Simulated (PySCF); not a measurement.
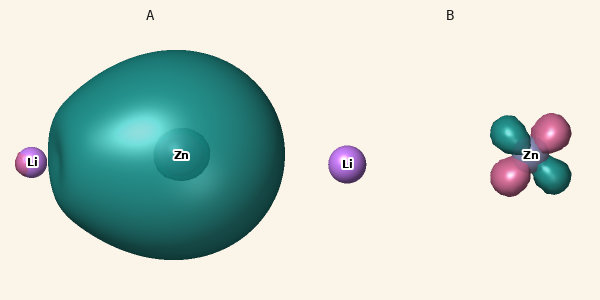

Figure 1: LiZn (doublet). Two frontier α-spin orbitals, each drawn at the value that holds 80 % of its norm (teal and pink are the two phases), in no order; of a degenerate pair one member is drawn.

These are results of PySCF, PBE0/def2-SVPD, non-relativistic Hamiltonian with scalar-relativistic core potentials where named, at a bond length of 2.897 Å, not measurements.

**Label each orbital by symmetry, say whether it is occupied, and order them by energy.**

Orbital B: π, occupied in this spin, −12.79 eV; almost wholly on Zn.
Orbital A: σ, occupied in this spin, −6.93 eV; mainly on Zn (85 %).
